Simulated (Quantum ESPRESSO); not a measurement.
# Magnetic state of TiClO from several starts

Does TiClO prefer parallel or opposed moments?

Main program and level: Quantum ESPRESSO 7.5; PBEsol with U = 3 eV on Ti d (ortho-atomic projectors); plane waves with GBRV 1.5 PBEsol potentials, no spin-orbit coupling.

The database entry behind the starting cell differs from later determinations by our own check (old inner coordinates), so it need not match the best structure at ambient conditions.

### Step 1. The structure

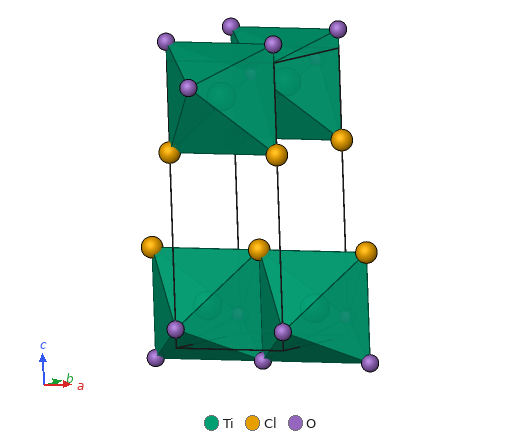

The starting structure, seen slightly off an axis (titanium teal, chlorine orange, oxygen purple). Some periodic images of atoms are drawn too.

The cell comes from the Crystallography Open Database.

### Step 2. Run 1, typed as ferro ++

The signs are those of the starting moments on the seeded atoms, the atoms that are given a moment.

Contents of pw.in:

```
&CONTROL
  calculation = 'scf'
  prefix = 'pwscf'
  outdir = './tmp'
  pseudo_dir = './pseudo'
  disk_io = 'nowf'
/
&SYSTEM
  ibrav = 0
  celldm(1) = 8
  nat = 6
  ntyp = 3
  ecutwfc = 40
  ecutrho = 280
  nbnd = 36
  occupations = 'smearing'
  smearing = 'fd'
  degauss = 0.00367493
  nspin = 2
  starting_magnetization(1) = 0.0833
  starting_magnetization(2) = 0
  starting_magnetization(3) = 0
/
&ELECTRONS
  conv_thr = 1.2d-08
  electron_maxstep = 150
  mixing_beta = 0.3
/
ATOMIC_SPECIES
Ti     47.8670 ti_pbesol_v1.4.uspp.F.UPF
Cl     35.4500 cl_pbesol_v1.4.uspp.F.UPF
O      15.9990 o_pbesol_v1.2.uspp.F.UPF
CELL_PARAMETERS alat
   0.7984092876544    0.0000000000000    0.0000000000000
   0.0000000000000    0.8952577515415    0.0000000000000
   0.0000000000000    0.0000000000000    1.8968125975931
ATOMIC_POSITIONS crystal
Ti      0.0000000000    0.5000000000    0.1220000000
Ti      0.5000000000    0.0000000000    0.8780000000
Cl      0.5000000000    0.5000000000    0.3200000000
Cl      0.0000000000    0.0000000000    0.6800000000
O       0.5000000000    0.5000000000    0.9350000000
O       0.0000000000    0.0000000000    0.0650000000
K_POINTS automatic
6 6 6 0 0 0
HUBBARD {ortho-atomic}
U Ti-3d 3.0000
```

The run is started by

```bash
$ OMP_NUM_THREADS=1 mpirun -n 4 pw.x -nk 4 -in pw.in > pw.out
```

The program printed:

```text
Program PWSCF v.7.5 starts

     Message from routine setup:
     using ibrav=0 with symmetry is DISCOURAGED, use correct ibrav instead

     K-points division:     npool     =       4
     Subspace diagonalization in iterative solution of the eigenvalue problem:

     G-vector sticks info
     --------------------
     sticks:   dense  smooth     PW     G-vecs:    dense   smooth      PW
     Sum        1013     589    177                54829    23761    4033

     Using Slab Decomposition

     bravais-lattice index     =            0
     lattice parameter (alat)  =       8.0000  a.u.
     unit-cell volume          =     694.1735 (a.u.)^3
     number of atoms/cell      =            6
     number of atomic types    =            3
     number of electrons       =        50.00
     number of Kohn-Sham states=           36
     kinetic-energy cutoff     =      40.0000  Ry
     charge density cutoff     =     280.0000  Ry
     scf convergence threshold =      1.2E-08
     mixing beta               =       0.3000
     number of iterations used =            8  plain     mixing
     Exchange-correlation= SLA  PW   PSX  PSC
                           (   1   4  10   8   0   0   0)
     Hubbard projectors: ortho-atomic
     Hubbard parameters of DFT+U (Dudarev formulation) in eV:
     U(Ti-3d) =  3.0000

     Internal variables: lda_plus_u =T, lda_plus_u_kind = 0

     Internal variables: orbital_resolved =F, hub_pot_fix =F, apply_U = F

     celldm(1)=   8.000000  celldm(2)=   0.000000  celldm(3)=   0.000000
     celldm(4)=   0.000000  celldm(5)=   0.000000  celldm(6)=   0.000000

     crystal axes: (cart. coord. in units of alat)
               a(1) = (   0.798409   0.000000   0.000000 )
               a(2) = (   0.000000   0.895258   0.000000 )
               a(3) = (   0.000000   0.000000   1.896813 )

     reciprocal axes: (cart. coord. in units 2 pi/alat)
               b(1) = (  1.252490  0.000000  0.000000 )
               b(2) = (  0.000000  1.116997  0.000000 )
               b(3) = (  0.000000  0.000000  0.527200 )

     PseudoPot. # 1 for Ti read from file:
     ti_pbesol_v1.4.uspp.F.UPF
     Pseudo is Ultrasoft + core correction, Zval = 12.0
     Generated by new atomic code, or converted to UPF format
     Using radial grid of  851 points,  6 beta functions with:
                l(1) =   0
                l(2) =   0
                l(3) =   1
                l(4) =   1
                l(5) =   2
                l(6) =   2
     Q(r) pseudized with  6 coefficients,  rinner =    1.000   1.000   1.000
                                                       1.000   1.000

     PseudoPot. # 2 for Cl read from file:
     cl_pbesol_v1.4.uspp.F.UPF
     Pseudo is Ultrasoft + core correction, Zval =  7.0
     Generated by new atomic code, or converted to UPF format
     Using radial grid of  909 points,  6 beta functions with:
                l(1) =   0
                l(2) =   0
                l(3) =   1
                l(4) =   1
                l(5) =   2
                l(6) =   2
     Q(r) pseudized with  8 coefficients,  rinner =    1.300   1.300   1.300
                                                       1.300   1.300

     PseudoPot. # 3 for O  read from file:
     o_pbesol_v1.2.uspp.F.UPF
     Pseudo is Ultrasoft + core correction, Zval =  6.0
     Generated by new atomic code, or converted to UPF format
     Using radial grid of  737 points,  5 beta functions with:
                l(1) =   0
                l(2) =   0
                l(3) =   1
                l(4) =   1
                l(5) =   2
     Q(r) pseudized with  8 coefficients,  rinner =    0.900   0.900   0.900
                                                       0.900   0.900

     atomic species   valence    mass     pseudopotential
     Ti               12.00    47.86700     Ti( 1.00)
     Cl                7.00    35.45000     Cl( 1.00)
     O                 6.00    15.99900     O ( 1.00)

     Starting magnetic structure
     atomic species   magnetization
     Ti              0.083
     Cl              0.000
     O               0.000

      8 Sym. Ops., with inversion, found ( 4 have fractional translation)

   Cartesian axes

     site n.     atom                  positions (alat units)
         1        Ti     tau(   1) = (   0.0000000   0.4476289   0.2314111  )
         2        Ti     tau(   2) = (   0.3992046   0.0000000   1.6654015  )
         3        Cl     tau(   3) = (   0.3992046   0.4476289   0.6069800  )
         4        Cl     tau(   4) = (   0.0000000   0.0000000   1.2898326  )
         5        O      tau(   5) = (   0.3992046   0.4476289   1.7735198  )
         6        O      tau(   6) = (   0.0000000   0.0000000   0.1232928  )

     number of k points=    64  Fermi-Dirac smearing, width (Ry)=  0.0037
                       cart. coord. in units 2pi/alat
        k(    1) = (   0.0000000   0.0000000   0.0000000), wk =   0.0046296
        k(    2) = (   0.0000000   0.0000000   0.0878667), wk =   0.0092593
        k(    3) = (   0.0000000   0.0000000   0.1757334), wk =   0.0092593
        k(    4) = (   0.0000000   0.0000000  -0.2636001), wk =   0.0046296
        k(    5) = (   0.0000000   0.1861661   0.0000000), wk =   0.0092593
        [... 59 further k-points ...]

     Dense  grid:    54829 G-vectors     FFT dimensions: (  36,  40,  81)

     Smooth grid:    23761 G-vectors     FFT dimensions: (  30,  30,  64)

     Check: negative core charge=   -0.000004
     Generating pointlists ...
     new r_m :   0.1900 (alat units)  1.5197 (a.u.) for type    1
     new r_m :   0.2261 (alat units)  1.8087 (a.u.) for type    2
     new r_m :   0.1900 (alat units)  1.5197 (a.u.) for type    3

     Initial potential from superposition of free atoms

     starting charge      47.9999, renormalised to      50.0000

     negative rho (up, down):  1.690E-02 1.675E-02

     STARTING HUBBARD OCCUPATIONS:

     =================== HUBBARD OCCUPATIONS ===================
     ------------------------ ATOM    1 ------------------------
     Tr[ns(  1)] (up, down, total) =   1.00000  0.00000  1.00000
     Atomic magnetic moment for atom   1 =   1.00000
     [... lines left out ...]
     ------------------------ ATOM    2 ------------------------
     Tr[ns(  2)] (up, down, total) =   1.00000  0.00000  1.00000
     Atomic magnetic moment for atom   2 =   1.00000
     [... lines left out ...]
     Number of occupied Hubbard levels =    2.0000

     Atomic wfc used for Hubbard projectors are orthogonalized

     Starting wfcs are   36 randomized atomic wfcs

     Self-consistent Calculation

     iteration #  1     ecut=    40.00 Ry     beta= 0.30
     Davidson diagonalization with overlap
     ethr =  1.00E-02,  avg # of iterations =  5.5

     =================== HUBBARD OCCUPATIONS ===================
     ------------------------ ATOM    1 ------------------------
     Tr[ns(  1)] (up, down, total) =   1.53865  0.53005  2.06870
     Atomic magnetic moment for atom   1 =   1.00860
     [... lines left out ...]
     ------------------------ ATOM    2 ------------------------
     Tr[ns(  2)] (up, down, total) =   1.53865  0.53005  2.06870
     Atomic magnetic moment for atom   2 =   1.00860
     [... lines left out ...]
     Number of occupied Hubbard levels =    4.1374

     negative rho (up, down):  1.621E-02 1.644E-02

     total energy              =    -369.29800303 Ry
     estimated scf accuracy    <       1.01001638 Ry

     total magnetization       =     2.00 Bohr mag/cell
     absolute magnetization    =     2.14 Bohr mag/cell

     iteration #  2     ecut=    40.00 Ry     beta= 0.30
     Davidson diagonalization with overlap
     ethr =  2.02E-03,  avg # of iterations =  2.6

     negative rho (up, down):  1.595E-02 1.641E-02

     total energy              =    -369.53690966 Ry
     estimated scf accuracy    <       0.11871793 Ry

     total magnetization       =     2.00 Bohr mag/cell
     absolute magnetization    =     2.18 Bohr mag/cell

     iteration #  3     ecut=    40.00 Ry     beta= 0.30
     Davidson diagonalization with overlap
     ethr =  2.37E-04,  avg # of iterations =  2.6

     negative rho (up, down):  1.560E-02 1.638E-02

     total energy              =    -369.55952108 Ry
     estimated scf accuracy    <       0.05241956 Ry

     total magnetization       =     2.00 Bohr mag/cell
     absolute magnetization    =     2.20 Bohr mag/cell

     [... further iterations left out ...]

     iteration # 12     ecut=    40.00 Ry     beta= 0.30
     Davidson diagonalization with overlap
     ethr =  2.87E-09,  avg # of iterations =  4.0

     negative rho (up, down):  1.494E-02 1.631E-02

     total energy              =    -369.61314350 Ry
     estimated scf accuracy    <       0.00000035 Ry

     total magnetization       =     2.00 Bohr mag/cell
     absolute magnetization    =     2.15 Bohr mag/cell

     iteration # 13     ecut=    40.00 Ry     beta= 0.30
     Davidson diagonalization with overlap
     ethr =  6.93E-10,  avg # of iterations =  2.2

     negative rho (up, down):  1.494E-02 1.631E-02

     total energy              =    -369.61314367 Ry
     estimated scf accuracy    <       0.00000005 Ry

     total magnetization       =     2.00 Bohr mag/cell
     absolute magnetization    =     2.15 Bohr mag/cell

     iteration # 14     ecut=    40.00 Ry     beta= 0.30
     Davidson diagonalization with overlap
     ethr =  9.91E-11,  avg # of iterations =  1.1

     negative rho (up, down):  1.494E-02 1.631E-02

     total energy              =    -369.61314373 Ry
     estimated scf accuracy    <       0.00000001 Ry

     total magnetization       =     2.00 Bohr mag/cell
     absolute magnetization    =     2.15 Bohr mag/cell

     iteration # 15     ecut=    40.00 Ry     beta= 0.30
     Davidson diagonalization with overlap
     ethr =  2.81E-11,  avg # of iterations =  2.0

     negative rho (up, down):  1.494E-02 1.631E-02

     Magnetic moment per site  (integrated on atomic sphere of radius R)
     atom   1 (R=0.190)  charge=  8.5820  magn=  0.6824
     atom   2 (R=0.190)  charge=  8.5820  magn=  0.6824
     atom   3 (R=0.226)  charge=  5.0738  magn=  0.0039
     atom   4 (R=0.226)  charge=  5.0738  magn=  0.0039
     atom   5 (R=0.190)  charge=  5.4196  magn= -0.0177
     atom   6 (R=0.190)  charge=  5.4196  magn= -0.0177

     End of self-consistent calculation

     =================== HUBBARD OCCUPATIONS ===================
     ------------------------ ATOM    1 ------------------------
     Tr[ns(  1)] (up, down, total) =   1.57767  0.57869  2.15636
     Atomic magnetic moment for atom   1 =   0.99898
     [... lines left out ...]
     ------------------------ ATOM    2 ------------------------
     Tr[ns(  2)] (up, down, total) =   1.57767  0.57869  2.15636
     Atomic magnetic moment for atom   2 =   0.99898
     [... lines left out ...]
     Number of occupied Hubbard levels =    4.3127

     Number of k-points >= 100: set verbosity='high' to print the bands.

     the Fermi energy is     7.6100 ev

!    total energy              =    -369.61314379 Ry
     estimated scf accuracy    <          2.1E-09 Ry
     smearing contrib. (-TS)   =      -0.00000000 Ry
     internal energy E=F+TS    =    -369.61314379 Ry

     The total energy is F=E-TS. E is the sum of the following terms:
     one-electron contribution =    -303.07359803 Ry
     hartree contribution      =     168.82180533 Ry
     xc contribution           =     -69.10581195 Ry
     ewald contribution        =    -166.48226139 Ry
     Hubbard energy            =       0.22672225 Ry

     total magnetization       =     2.00 Bohr mag/cell
     absolute magnetization    =     2.15 Bohr mag/cell

     convergence has been achieved in  15 iterations

=------------------------------------------------------------------------------=
   JOB DONE.
=------------------------------------------------------------------------------=
```

The job ended after 71 s (4 MPI ranks of Arm Neoverse V2, shared host; peak memory 0.84 GiB; 4.7 min of CPU time).

Spin moment in the atom's sphere by atom:

| atom | spin moment in the atom's sphere (μB) |
| --- | --- |
| Ti1 | 0.682 |
| Ti2 | 0.682 |
| Cl3 | 0.004 |
| Cl4 | 0.004 |
| O5 | -0.018 |
| O6 | -0.018 |

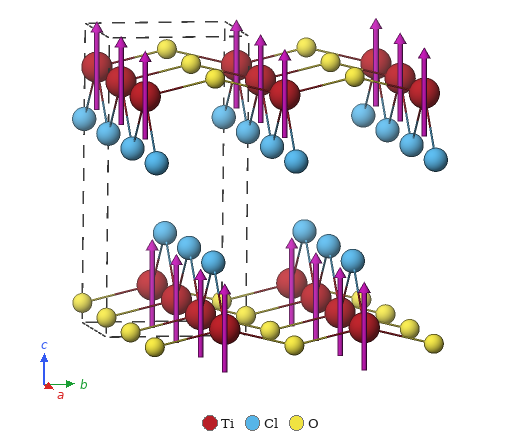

Spin moment in the atom's sphere as arrows, the longest 0.682 μB. Up and down stand for the sign. Arrows give size and sign along the axis of quantisation, drawn up and down the page. 3×2×1 cells are drawn. Some periodic images of atoms are drawn too.

Read from the output:

```yaml
smearing_term_ts: 1.15e-8 eV
magnetization: 2 μB
absolute_magnetization: 2.146 μB
final_state: ferromagnetic
```

### Step 3. Run 2 (antiferro +−)

Edit pw.in of step 2 so:

```diff
@@ -11,6 +11,6 @@
   nat = 6
-  ntyp = 3
+  ntyp = 4
   ecutwfc = 40
   ecutrho = 280
-  nbnd = 36
+  nbnd = 35
   occupations = 'smearing'
@@ -20,4 +20,5 @@
   starting_magnetization(1) = 0.0833
-  starting_magnetization(2) = 0
+  starting_magnetization(2) = -0.0833
   starting_magnetization(3) = 0
+  starting_magnetization(4) = 0
 /
@@ -29,3 +30,4 @@
 ATOMIC_SPECIES
-Ti     47.8670 ti_pbesol_v1.4.uspp.F.UPF
+Ti1    47.8670 ti_pbesol_v1.4.uspp.F.UPF
+Ti2    47.8670 ti_pbesol_v1.4.uspp.F.UPF
 Cl     35.4500 cl_pbesol_v1.4.uspp.F.UPF
@@ -37,4 +39,4 @@
 ATOMIC_POSITIONS crystal
-Ti      0.0000000000    0.5000000000    0.1220000000
-Ti      0.5000000000    0.0000000000    0.8780000000
+Ti1     0.0000000000    0.5000000000    0.1220000000
+Ti2     0.5000000000    0.0000000000    0.8780000000
 Cl      0.5000000000    0.5000000000    0.3200000000
@@ -46,2 +48,3 @@
 HUBBARD {ortho-atomic}
-U Ti-3d 3.0000
+U Ti1-3d 3.0000
+U Ti2-3d 3.0000
```

The program printed:

```text
     [... lines left out ...]
Program PWSCF v.7.5 starts
     [... lines left out ...]
     number of atoms/cell      =            6
     [... lines left out ...]
     number of electrons       =        50.00
     number of Kohn-Sham states=           35
     kinetic-energy cutoff     =      40.0000  Ry
     charge density cutoff     =     280.0000  Ry
     scf convergence threshold =      1.2E-08
     [... lines left out ...]
      4 Sym. Ops. (no inversion) found
     [... lines left out ...]
     number of k points=    64  Fermi-Dirac smearing, width (Ry)=  0.0037
     [... lines left out ...]
     iteration #150     ecut=    40.00 Ry     beta= 0.30
     [... lines left out ...]
     estimated scf accuracy    <       0.02229094 Ry
     total magnetization       =     0.03 Bohr mag/cell
     absolute magnetization    =     2.24 Bohr mag/cell
     [... lines left out ...]
     convergence NOT achieved after 150 iterations: stopping
[key lines of the parts left out:]
total energy              =    -369.55578146 Ry
```

Elapsed: 9.9 min, on 4 MPI ranks; peak memory 0.85 GiB.

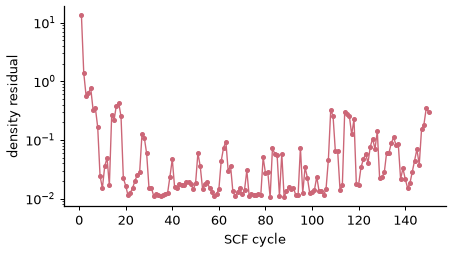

Residual by cycle in this run.

No converged result was reached; the numbers in the log don't describe the system.

After 150 cycles the residual stands at 0.30, against 0.011 at cycle 76 and a least value of 0.011. The cap of 150 cycles in the input ended the loop.

### Step 4. Occupations of the corrected shells in the lowest state

Occupations of the Hubbard shells:

| block | type | shell | spin | electrons | occupation numbers |
| --- | --- | --- | --- | --- | --- |
| 1 | Ti | 3d | up | 1.578 | 0.093 0.107 0.179 0.228 0.970 |
| 1 | Ti | 3d | down | 0.5787 | 0.044 0.082 0.092 0.161 0.199 |
| 2 | Ti | 3d | up | 1.578 | 0.093 0.107 0.179 0.228 0.970 |
| 2 | Ti | 3d | down | 0.5787 | 0.044 0.082 0.092 0.161 0.199 |

### Step 5. Outcome

- state of the parallel start: ferromagnetic (from ferro ++)
- largest site moment: 0.682 μB

**Reading.** No opposed start converged, so the orders are not ranked.

[Logs and program files are shortened in this print: banners, set-up blocks, solver, clock and traceback lines can be left out without a mark of their own.]

[Logs are printed without paths, hosts, clocks, repeated set-up lines and the standing remarks that a program may print on its own settings, such as how far it seeks lower states.]

[Hosts, paths, dates, database ids (printed as entryN), source tags and the programs' standing remarks are cut or masked in the printed files.]

[Where a cell is said to come from a database of computed structures, the database is the Materials Project.]
